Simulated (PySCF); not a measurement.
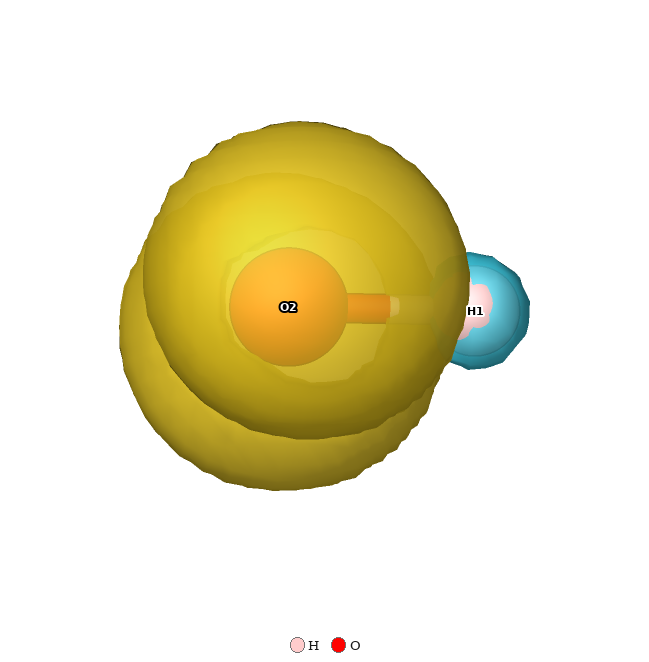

Figure 1: OH (doublet). Isosurfaces of the spin density (α minus β) at +0.03 (yellow) and −0.03 e/Å³ (cyan), seen from one side.

The calculation used PySCF, PBE0/cc-pVDZ(-PP), non-relativistic Hamiltonian with scalar-relativistic core potentials where named, at a bond length of 0.980 Å.

```csv
atom,x (Å),y (Å),z (Å)
H,0.0000,0.0000,-0.9219
O,0.0000,0.0000,0.0581
```

> Which atoms carry the spin?

The unpaired spin (1 electron) lies mostly on O2 (about 1.0), in electrons by Hirshfeld's partition.
